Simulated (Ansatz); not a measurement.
# One shape, several levels: doublet [SO3]−

Aim: a comparison of 6 runs (UHF/STO-3G, UHF/6-311+G**, UB3LYP/6-31G*, U-wB97M-V/6-311+G**, UBHLYP/6-311+G**, RPA@PBE0/6-311+G**) of doublet [SO3]−. 

Program for the calculation: Ansatz 0.2.0.

36 further runs of the same task are left out: 2 that didn't finish, 34 set aside as unsound or not needed.

## 1. The molecule

[SO3]−: 4 atoms, total charge -1, spin state doublet. SMILES of the parent species: `O=S(=O)=O`. The shape is that of a PBE0-D4/def2-TZVP optimisation. That shape belongs to the parent species and isn't relaxed for this state.

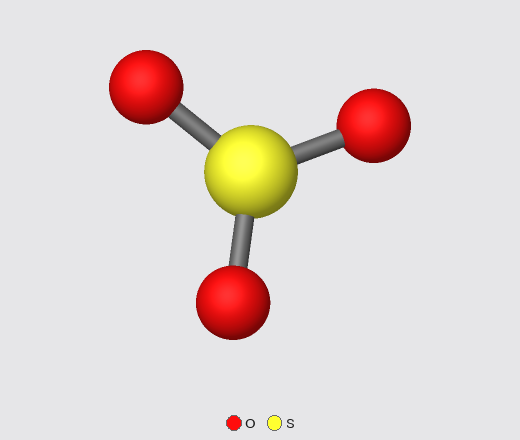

Viewed from a chosen angle; oxygen red, sulfur yellow.

## 2. The energy at UHF/STO-3G (run 1)

Contents of job.yaml:

```yaml
crystal:
  periodic: [false, false, false]
  atoms:
    - {symbol: O, position_ang: [-1.121570, -0.684610, 0.536720]}
    - {symbol: S, position_ang: [0.000010, -0.000030, -0.000040]}
    - {symbol: O, position_ang: [1.308940, -0.327680, 0.440460]}
    - {symbol: O, position_ang: [-0.187380, 1.012320, -0.977150]}
basis:
  gaussian:
    orbitals: STO-3G
total_charge: -1
magnetization:
  spin_polarized: true
  initial_magnetization: 1
hamiltonian:
  xc: hf
accuracy: high
output: {orbitals: {seedname: orbitals}}
```

Command:

```console
$ ansatz run job.yaml --threads 1 --pin off --max-ram 3480MiB --events-out events.jsonl --progress --plain --runs-dir runs
```

The program printed:

```text
Warning: RAYON_NUM_THREADS=1 ignored (pool sized by the plan → 1); use --threads N
Functional definition: HF
  name "HF"
  exchange = exact_x
  correlation = 0
465 factors; integrals over basis functions are off by at most 2.8e-8 eV
mean field evaluation 1: about -16704.5806 eV, gradient 2.7e1 eV
mean field evaluation 2: about -16704.7302 eV, gradient 2.7e1 eV
mean field evaluation 4: about -16710.0080 eV, gradient 1.2e0 eV
mean field evaluation 8: about -16710.0283 eV, gradient 2.2e-8 eV
mean field -16710.02834122 eV, -614.0822150759 hartree, gradient 2.2e-8 eV, S^2 0.752864; 0 other end points of the search recorded, 0 dependent functions left out
reference -16710.02834122 eV, -614.0822150759 hartree; 21, 20 occupied and 3, 4 virtual orbitals, 465 factors
Total energy: -16710.02834122 eV, -614.0822150759 hartree
```

Wall time 0.18 s (1 thread of Arm Neoverse V2, shared host).

## 3. A single-point energy at UHF/6-311+G(d,p) (run 2)

Contents of run.yaml:

```yaml
crystal:
  periodic: [false, false, false]
  atoms:
    - {symbol: O, position_ang: [-1.121570, -0.684610, 0.536720]}
    - {symbol: S, position_ang: [0.000010, -0.000030, -0.000040]}
    - {symbol: O, position_ang: [1.308940, -0.327680, 0.440460]}
    - {symbol: O, position_ang: [-0.187380, 1.012320, -0.977150]}
basis:
  gaussian: {orbitals: 6-311+G_st__st_-spherical.json}
total_charge: -1
magnetization: {spin_polarized: true, initial_magnetization: 1}
hamiltonian: {xc: hf}
accuracy: high
output: {orbitals: {seedname: orbitals}}
```

The basis set 6-311+G** is read from a file made from the Basis Set Exchange's data (not shown).

Command:

```console
$ ansatz run run.yaml --threads 1 --pin off --max-ram 3480MiB --events-out events.jsonl --progress --plain --runs-dir runs
```

The program printed:

```text
Warning: RAYON_NUM_THREADS=1 ignored (pool sized by the plan → 1); use --threads N
[... 4 set-up lines as earlier in the session ...]
1680 factors; integrals over basis functions are off by at most 3.8e-9 eV
mean field evaluation 1: about -16920.7763 eV, gradient 3.8e1 eV
mean field evaluation 2: about -16920.7900 eV, gradient 3.8e1 eV
mean field evaluation 4: about -16926.7360 eV, gradient 3.1e0 eV
mean field evaluation 8: about -16926.8378 eV, gradient 1.8e-1 eV
mean field evaluation 16: about -16926.8397 eV, gradient 8.7e-3 eV
mean field evaluation 32: about -16926.9211 eV, gradient 1.0e0 eV
mean field evaluation 64: about -16926.8447 eV, gradient 3.5e-1 eV
mean field evaluation 96: about -16927.0576 eV, gradient 3.4e-1 eV
mean field evaluation 128: about -16926.8132 eV, gradient 1.8e-1 eV
mean field evaluation 160: about -16917.0056 eV, gradient 9.2e0 eV
mean field -16927.08886235 eV, -622.0590420983 hartree, gradient 1.8e-8 eV, S^2 0.758850; 4 other end points of the search recorded, 0 dependent functions left out
reference -16927.08886235 eV, -622.0590420983 hartree; 21, 20 occupied and 75, 76 virtual orbitals, 1680 factors
Total energy: -16927.08886235 eV, -622.0590420983 hartree
```

Wall time 10 s (1 thread of Arm Neoverse V2, shared host); peak memory 0.33 GiB.

Runs 3 to 4 aren't shown in full; the table further down has their settings and results.

## 4. A single-point energy at UBHLYP/6-311+G(d,p) (run 5)

Contents of input.yaml:

```yaml
crystal:
  periodic: [false, false, false]
  atoms:
    - {symbol: O, position_ang: [-1.121570, -0.684610, 0.536720]}
    - {symbol: S, position_ang: [0.000010, -0.000030, -0.000040]}
    - {symbol: O, position_ang: [1.308940, -0.327680, 0.440460]}
    - {symbol: O, position_ang: [-0.187380, 1.012320, -0.977150]}
basis:
  gaussian:
    orbitals: 6-311+G_st__st_-spherical.json
total_charge: -1
magnetization:
  spin_polarized: true
  initial_magnetization: 1
hamiltonian:
  xc: {name: BHLYP}
accuracy: high
output: {orbitals: {seedname: orbitals}}
```

The basis set 6-311+G** is read from a file made from the Basis Set Exchange's data (not shown).

Command:

```console
$ ansatz run input.yaml --threads 1 --pin off --max-ram 3480MiB --events-out events.jsonl --progress --plain --runs-dir runs
```

The program printed:

```text
Warning: RAYON_NUM_THREADS=1 ignored (pool sized by the plan → 1); use --threads N
Functional definition: BHLYP
  name "BHLYP"
  parameter a = 0.5
  exchange = (1 - a)*b88_x + a*exact_x
  correlation = lyp_c
1680 factors; integrals over basis functions are off by at most 3.8e-9 eV
mean field evaluation 1: about -16966.2489 eV, gradient 4.0e1 eV
mean field evaluation 2: about -16963.6344 eV, gradient 5.3e1 eV
mean field evaluation 4: about -16972.4382 eV, gradient 1.3e0 eV
mean field evaluation 8: about -16972.5467 eV, gradient 6.7e-2 eV
mean field evaluation 16: about -16972.5468 eV, gradient 1.3e-3 eV
mean field evaluation 32: about -16972.5468 eV, gradient 1.4e-5 eV
mean field -16972.54677952 eV, -623.7295897419 hartree, gradient 2.5e-8 eV, S^2 0.756165; 2 other end points of the search recorded, 0 dependent functions left out
reference -16972.54679894 eV, -623.7295904556 hartree; 21, 20 occupied and 75, 76 virtual orbitals, 1680 factors
Total energy: -16972.54679894 eV, -623.7295904556 hartree
```

It took 19 s on 1 thread of Arm Neoverse V2, shared host; peak memory 0.39 GiB.

## 5. A single-point energy at RPA@PBE0/6-311+G(d,p) (run 6)

Changes to job.yaml since step 2:

```diff
@@ -1 +1,4 @@
+basis:
+  gaussian:
+    orbitals: 6-311+G_st__st_-spherical.json
 crystal:
@@ -7,5 +10,2 @@
     - {symbol: O, position_ang: [-0.187380, 1.012320, -0.977150]}
-basis:
-  gaussian:
-    orbitals: STO-3G
 total_charge: -1
@@ -15,4 +15,6 @@
 hamiltonian:
-  xc: hf
+  xc: pbe0
+correlation:
+  method: rpa
+  frozen_orbitals: {O: 1, S: 5}
 accuracy: high
-output: {orbitals: {seedname: orbitals}}
```

The basis set 6-311+G** is read from a file made from the Basis Set Exchange's data (not shown).

Command:

```console
$ ansatz run job.yaml --threads 1 --pin off --max-ram 3480MiB --events-out events.jsonl --progress --plain --runs-dir runs
```

The program printed:

```text
Warning: RAYON_NUM_THREADS=1 ignored (pool sized by the plan → 1); use --threads N
Functional definition: PBE0
  name "PBE0"
  parameter a = 0.25
  parameter kappa = 0.804
  parameter beta = 0.06672455060314922
  exchange = (1 - a)*pbe_x(kappa = kappa, mu = beta*pi^2/3) + a*exact_x
  correlation = pbe_c(beta = beta)
1680 factors; integrals over basis functions are off by at most 3.8e-9 eV
mean field evaluation 1: about -16959.3240 eV, gradient 4.2e1 eV
mean field evaluation 2: about -16959.5866 eV, gradient 4.2e1 eV
mean field evaluation 4: about -16966.0042 eV, gradient 2.8e0 eV
mean field evaluation 8: about -16966.0647 eV, gradient 3.2e-1 eV
mean field evaluation 16: about -16966.0664 eV, gradient 4.5e-4 eV
mean field evaluation 32: about -16966.0664 eV, gradient 2.2e-7 eV
mean field -16966.06638906 eV, -623.4914397851 hartree, gradient 4.4e-8 eV, S^2 0.754509; 3 other end points of the search recorded, 0 dependent functions left out
8 core orbitals not correlated: weight in the atoms' cores, before any rotation towards them, 1.000 or more for the frozen orbitals, at most 0.000 for the correlated occupied ones
reference -16925.98367526 eV, -622.0184272221 hartree; 13, 12 occupied and 75, 76 virtual orbitals, 1680 factors
Total energy: -16953.34015741 eV, -623.0237593983 hartree
```

Wall time 24 s (1 thread of Arm Neoverse V2, shared host); peak memory 0.39 GiB.

## 6. Overview of the runs

| run | level | Cartesian functions | frozen core orbitals | energy (Eh) | HOMO energy (eV) | LUMO energy (eV) | ⟨S²⟩ | wall time |
| --- | --- | --- | --- | --- | --- | --- | --- | --- |
| 1 | UHF/STO-3G | no | – | -614.082215 | 4.06 | 15.51 | 0.753 | 0.18 s |
| 2 | UHF/6-311+G** | no | – | -622.059042 | -1.16 | 5.78 | 0.759 | 10 s |
| 3 | UB3LYP/6-31G* (Cartesian functions) | yes | – | -623.735922 | 3.35 | 5.19 | 0.755 | 15 s |
| 4 | U-wB97M-V/6-311+G** | no | – | -623.786835 | -0.38 | 4.91 | 0.752 | 1.7 min |
| 5 | UBHLYP/6-311+G** | no | – | -623.729590 | 0.63 | 4.03 | 0.756 | 19 s |
| 6 | RPA@PBE0/6-311+G** | no | 8 | -623.023759 | – | – | 0.755 | 24 s |

## 7. Outcome

| quantity | value |
| --- | --- |
| run 6: total energy | -623.02376 Eh |
| run 6: RPA correlation energy (valence) | -1005.3 mEh |
| run 6: ⟨S²⟩ of the reference determinant | 0.755 |

Totals of different functionals can't be ranked against each other. In runs 1, 3, 5 the HOMO lies above zero, so the outermost electron may be held by the basis alone. In run 1 the basis is minimal, so the values are rough. All runs together took 2.9 min, the longest 1.7 min.
